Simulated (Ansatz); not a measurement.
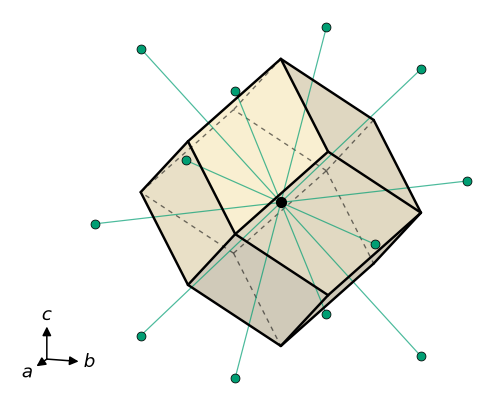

The Wigner–Seitz cell of the crystal's lattice, with lines to the lattice points that define its faces. Crystal: Ge, the input geometry of an electronic-structure calculation (not necessarily at equilibrium); the starting structure was generated, so it need not be a known form of this composition. Symmetry computed with spglib at a tolerance of 0.002 Å; standard conventional cell.

a = 5.674 Å, b = 5.674 Å, c = 5.674 Å, α = 90.00°, β = 90.00°, γ = 90.00°; space group Fd-3m, No. 227, origin choice 1.

Which of Fedorov's five parallelohedra is it?

A rhombic dodecahedron: 12 faces (12 with 4 edges), 24 edges, 14 vertices. Its volume is that of the primitive cell, 45.7 Å³.

Which lattice vectors do the faces bisect?

```tsv
example	length (Å)	faces	edges of each	area (Å²)
1/2 a + 1/2 b	4.01	12	4	5.7
```
